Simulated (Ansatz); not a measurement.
## Electronic structure of H$_{9}$NSi$_{3}$ (SMILES [SiH3]N[SiH2][SiH3]) in real space

Input file:

```
crystal:
  periodic: [false, false, false]
  atoms:
    - symbol: "N"
      position_ang: [-0.352610, -0.842961, 0.893342]
    - symbol: Si
      position_ang: [-1.260043, -0.392498, 2.310585]
    - symbol: Si
      position_ang: [0.665632, 0.150160, -0.119849]
    - symbol: Si
      position_ang: [0.265751, -0.384175, -2.370456]
    - symbol: H
      position_ang: [-1.400360, 1.092643, 2.296699]
    - symbol: H
      position_ang: [-0.600528, -0.796381, 3.593888]
    - symbol: H
      position_ang: [-2.611170, -1.033279, 2.285424]
    - symbol: H
      position_ang: [-0.332542, -1.838353, 0.684395]
    - symbol: H
      position_ang: [0.311032, 1.575307, 0.156155]
    - symbol: H
      position_ang: [2.130501, -0.014804, 0.163729]
    - symbol: H
      position_ang: [-1.138137, -0.031929, -2.748263]
    - symbol: H
      position_ang: [0.446565, -1.857497, -2.574092]
    - symbol: H
      position_ang: [1.208771, 0.336048, -3.282136]
basis:
  gaussian: {orbitals: def2-TZVPD}
hamiltonian: {xc: pbe0}
output: {forces: true, orbitals: {seedname: orbitals}}
```

Run with:

```sh
ansatz run input.yaml --threads 2 --pin off --max-ram 4350MiB --events-out events.jsonl --progress --plain --runs-dir runs
```

Geometry: PBE0-D3(BJ)/def2-SVP.

These are results of Ansatz, isolated molecule in a Gaussian basis; Kohn-Sham density functional theory, functional PBE0, not measurements.

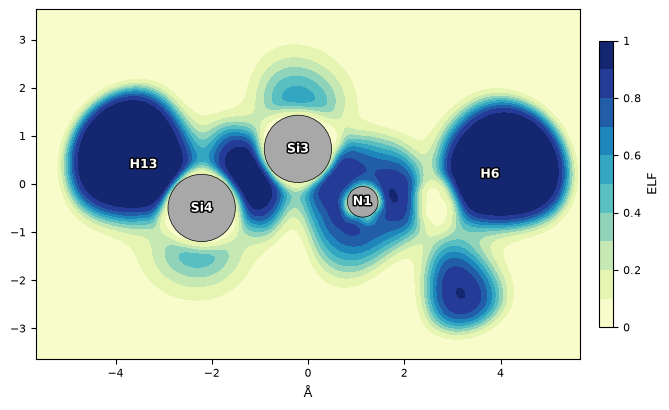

Figure 1. Electron localisation function on the plane of atoms Si3, Si4 and H13. Grey discs cover the atomic cores.

**Interpret the plot.**

Atoms in the plane: N, Si and H. Si–N (1.75 Å): the ELF peaks at about 0.90 between the atoms: a polar covalent bond. Si–Si (2.35 Å): the ELF peaks at about 1 between the atoms: localised, covalent bonding. Si–H (1.50 Å): the ELF climbs to about 1 towards the hydrogen, as it does in any bond to H.

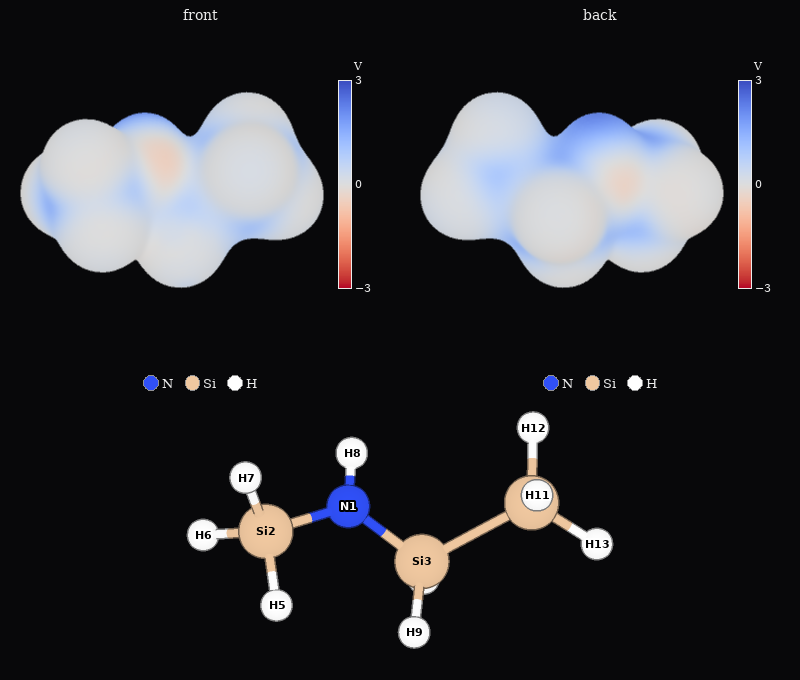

Figure 2. The molecular electrostatic potential painted on the density surface at 0.002 e/bohr³, seen from the front and from behind; the colour scale runs from red (negative) to blue (positive). The bare structure is drawn below in the same view.

**Describe the electrostatic potential map.**

The most negative region (about −0.4 V) lies over N1, the most positive (about +2.0 V) over H8.

**How polar is the molecule by this calculation?**

Its dipole moment is 0.74 D.

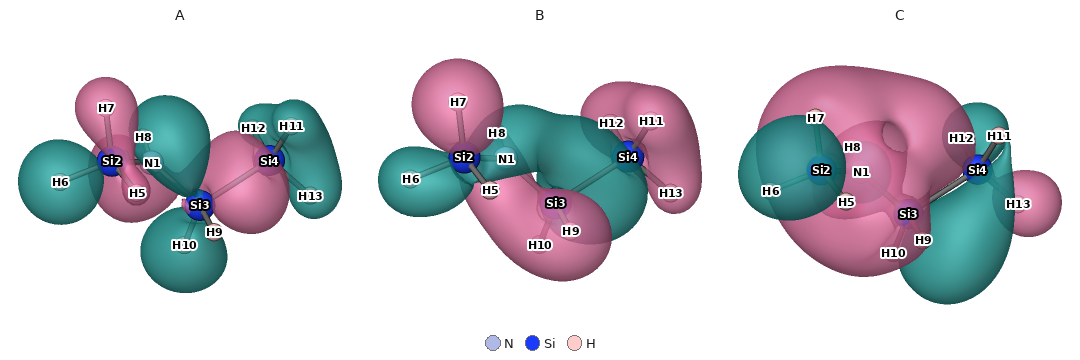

Figure 3. Three frontier orbitals at ±0.05 Å⁻³ᐟ² (teal and pink are the two phases), in no order.

**Order the three orbitals by energy and name them.**

B is the HOMO−1 (−8.57 eV). It lies mainly on Si3 (about 25 %), Si4 (about 25 %), N1 (about 15 %), H9 (about 10 %), Si2 (about 10 %) and H7 (about 5 %). A is the HOMO (−7.31 eV). By Hirshfeld shares it lies mainly on N1 (about 40 %), Si3 (about 15 %), Si4 (about 15 %), Si2 (about 10 %) and H10 (about 10 %). C is the LUMO (−0.57 eV). It lies mainly on Si3 (about 25 %), Si2 (about 20 %), Si4 (about 15 %), H8 (about 10 %) and N1 (about 10 %).

**What is the HOMO–LUMO gap?**

6.74 eV between the orbital energies.
